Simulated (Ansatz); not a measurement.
The calculation's input:

```
crystal:
  periodic: [false, false, false]
  atoms:
    - { symbol: B, position_ang: [0.0, 0.0, 0.0] }
    - { symbol: F, position_ang: [0.8785, 0.0, 1.2404] }
    - { symbol: H, position_ang: [1.3883, 0.0, 0.0683] }
    - { symbol: O, position_ang: [-1.2211, 0.0, -0.705] }
    - { symbol: H, position_ang: [-1.7308, -0.8467, -0.4965] }
basis:
  gaussian: { orbitals: def2-SVP }
hamiltonian:
  xc: pbe
relax:
  f_tol: 0.15
  max_steps: 25
  restrain:
    - { distance: [1, 2], at: 0.92, k: 30.0 }
    - { distance: [0, 1], at: 2.52, k: 30.0 }
    - { distance: [0, 2], at: 2.39, k: 30.0 }
output:
  orbitals: {}
```

Launched as:

```sh
ansatz run input.yaml --threads 1 --pin off --max-ram 2048MiB --backend cpu --events-out ev --progress --plain --runs-dir out
```

The fields are those of the run's last geometry, not of the input's.

Not at a stationary point (largest force 0.6 eV/Å).

Theory: RKS PBE/def2-SVP in Ansatz 0.2.0.

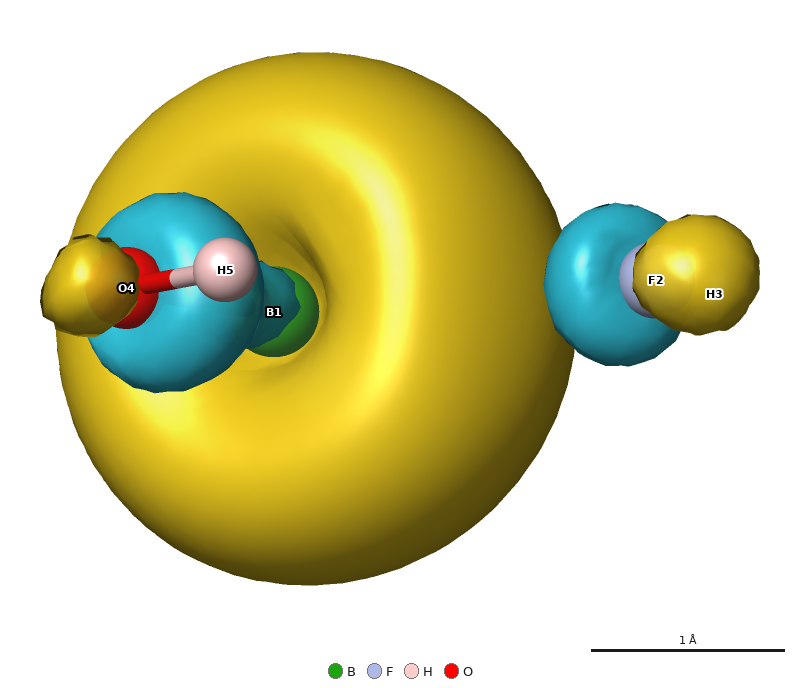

BHO···HF. One frontier orbital at ±0.15 Å⁻³ᐟ² (yellow and cyan are the two phases), seen from one side.

Which orbital is it: HOMO or LUMO?

The HOMO, at −5.65 eV. It lies mainly on B1 (about 85 %) and O4 (about 5 %); it is symmetric in the molecular plane (an in-plane orbital: σ, lone-pair or in-plane π type).
